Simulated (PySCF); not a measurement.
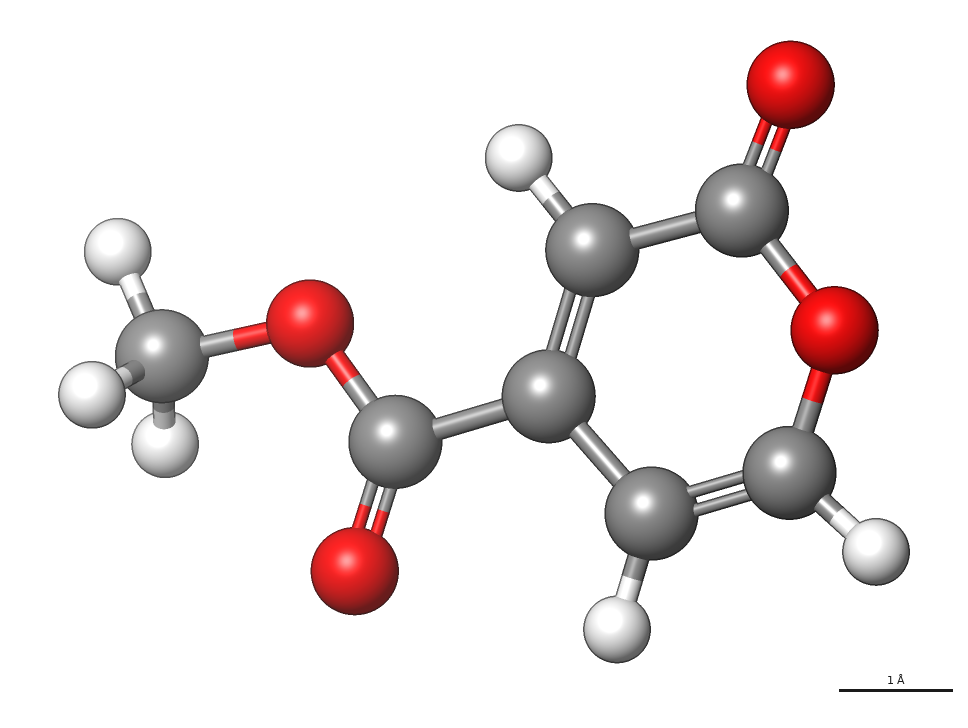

Ball-and-stick drawing of a structure. Colours: carbon grey, oxygen red, hydrogen white.

The computed structure is the end point of a GFN2-xTB optimisation. No frequency run is at hand to confirm it as a minimum.

What is the molecular formula?

Answer. C7H6O4, 17 atoms: 7 carbon, 6 hydrogen and 4 oxygen.

Which point group does it belong to?

Answer. C1.

Give a SMILES string for it.

Answer. COC(=O)c1ccoc(=O)c1

Does it have rings?

Answer. Independent rings (smallest set): 1 of 6 members, 1 of them aromatic.

More results for the same structure follow; atom numbers are the same in all pictures, views and colours differ.

## Quadrupole coupling

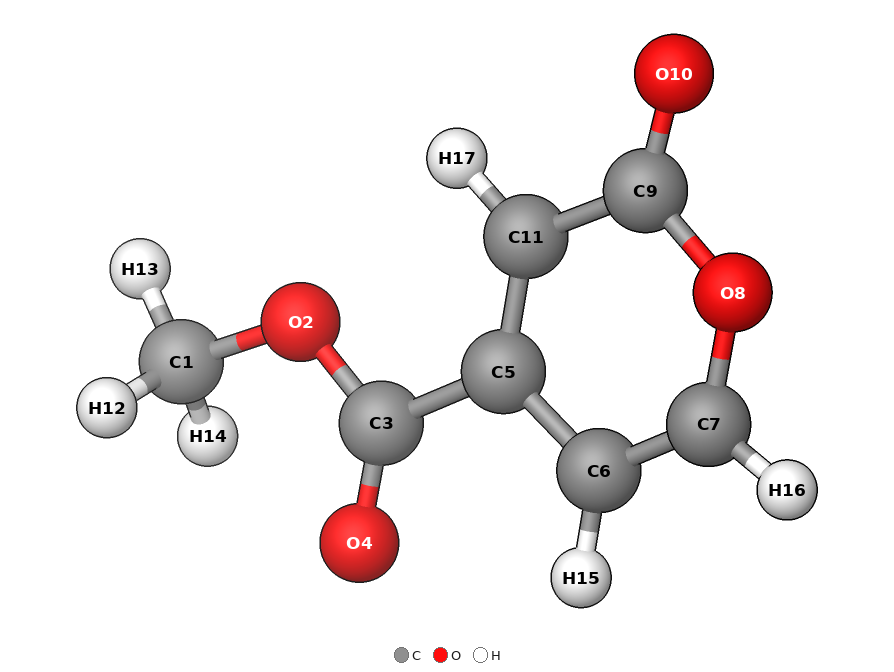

No frequency run is at hand to confirm it as a minimum. Electric field gradients from the ground-state density, PBE0/pcSseg-1 (PySCF 2.14.0), non-relativistic apart from any core potentials.

Give the largest field-gradient component, the quadrupole coupling constant and the asymmetry for 17O at O2 (Q = −25.6 mb), 17O at O4 (Q = −25.6 mb), 17O at O8 (Q = −25.6 mb), 17O at O10 (Q = −25.6 mb), 2H at H12 (Q = 2.86 mb), 2H at H13 (Q = 2.86 mb), 2H at H14 (Q = 2.86 mb), 2H at H15 (Q = 2.86 mb).

```
atom  V_zz (a.u.)  e²qQ/h (MHz)     η
  O2        1.717        −10.33  0.37
  O4       −1.634          9.83  0.20
  O8        1.538         −9.25  0.09
 O10       −1.586          9.54  0.09
 H12        0.296         0.199  0.10
 H13        0.306         0.206  0.08
 H14        0.294         0.197  0.11
 H15        0.330         0.222  0.07
```

## Ring current

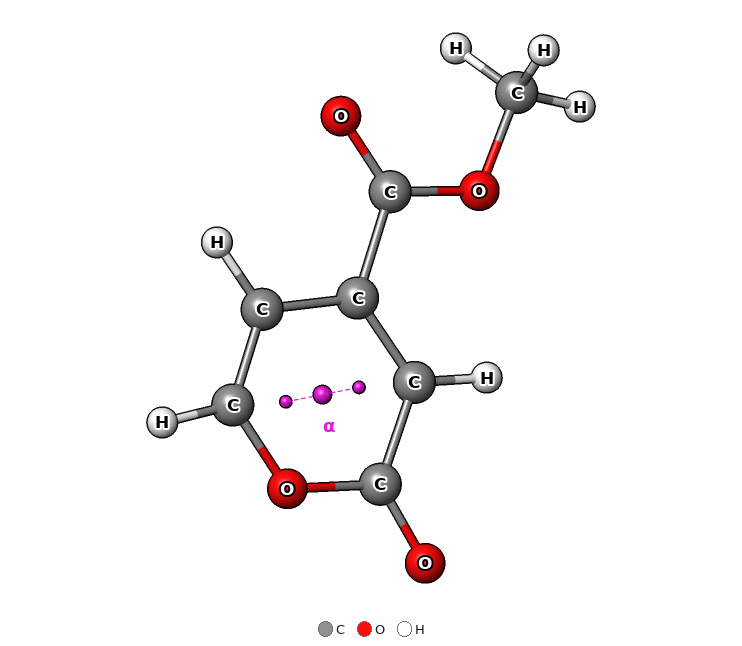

The small points mark where nucleus-independent chemical shifts (NICS) were computed: at the centre of each lettered ring and 1 Å above and below it. No frequency run is at hand to confirm it as a minimum. Level of theory: GIAO PBE0/pcSseg-1 NMR shielding, non-relativistic, gas phase (PySCF 2.14.0).

Give NICS(0), NICS(1) and the out-of-plane component NICS(1)zz for each ring (means of the two sides).

```tsv
ring	members	NICS(0)	NICS(1)	NICS(1)zz
α	C5O	−1.3	−4.2	−6.8
```

Values in ppm.

What do the values say about the ring currents?

Answer. Ring α: weak, as in a non-aromatic ring. NICS is one index among several.

## Electronic properties

No frequency run is at hand to confirm it as a minimum. Method: PBE0/pcSseg-1, gas phase (PySCF 2.14.0).

Give the HOMO energy (Kohn–Sham orbital) at this level.

Answer. −7.27 eV.

What is the LUMO energy (Kohn–Sham orbital)?

Answer. −2.62 eV.

Give the dipole moment at this level.

Answer. 3.50 D.

## NMR shielding

The questions are on isotropic NMR shieldings of the O atoms. No frequency run is at hand to confirm it as a minimum. Properties computed with GIAO PBE0/pcSseg-1 NMR shielding, non-relativistic, gas phase (PySCF 2.14.0).

Which O atom is the most shielded (lowest chemical shift)?

Answer. O2 (152.7 ppm).

Which O atom is the least shielded (highest chemical shift)?

Answer. O10 (−110.2 ppm).

How wide is the range of O shifts?

Answer. 262.9 ppm.

List the isotropic NMR shieldings of the O atoms.

```json
{"atom": "O2", "σ (ppm)": "152.7"}
{"atom": "O4", "σ (ppm)": "−106.7"}
{"atom": "O8", "σ (ppm)": "25.2"}
{"atom": "O10", "σ (ppm)": "−110.2"}
```
